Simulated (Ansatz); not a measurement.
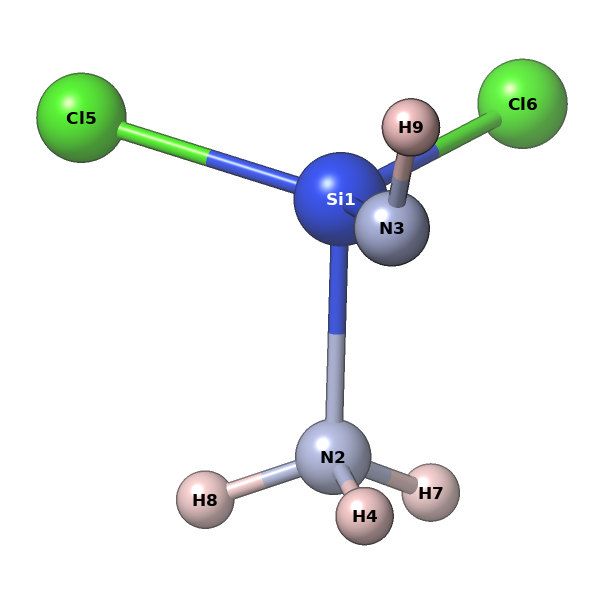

Si1 lies behind N3. The molecule seen a little off the N3–Si1 bond, N3 in front. Distant atoms are faded towards the background colour. Computed geometry: PBE0-D4/def2-TZVP optimisation.

Q: What is the torsion angle H9–N3–Si1–Cl5? The sign is positive where the front bond must turn clockwise to cover the back bond.

A: −74°, synclinal (gauche).
